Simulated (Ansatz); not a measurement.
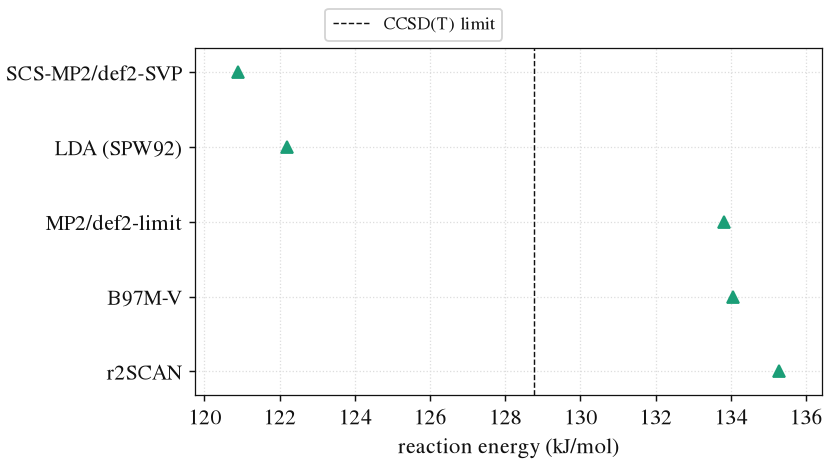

Electronic reaction energy of BSiNH₅F (BN[SiH2]F) + H₂ ([H][H]) → BSiNH₆ (BN[SiH3]) + HF (F) (SMILES in brackets) at several levels (functionals in def2-TZVPP unless a basis is named), isolated molecules at PBE0-D4 triple-zeta geometries, minima by their frequencies, no zero-point or thermal terms, the Ansatz code 0.2.0. The line is frozen-core CCSD(T) at the basis limit (MP2 extrapolated from triple and quadruple zeta, plus CCSD(T) less MP2 in a smaller set). No dispersion term is added to r2SCAN. The distance of SCS-MP2/def2-SVP to the limit includes basis error.

> Which level comes closest to the line (CCSD(T) limit), and which misses most?

Closest MP2/def2-limit (133.8 kJ/mol), against 128.8 kJ/mol; farthest SCS-MP2/def2-SVP (120.9 kJ/mol).

> Give the values.

| level | kJ/mol | less CCSD(T) limit |
| --- | --- | --- |
| SCS-MP2/def2-SVP | 120.9 | −7.9 |
| LDA (SPW92) | 122.2 | −6.6 |
| MP2/def2-limit | 133.8 | 5.0 |
| B97M-V | 134.1 | 5.3 |
| r2SCAN | 135.3 | 6.5 |
| CCSD(T) limit | 128.8 | 0.0 |

Caveats: one conformer of each flexible molecule.
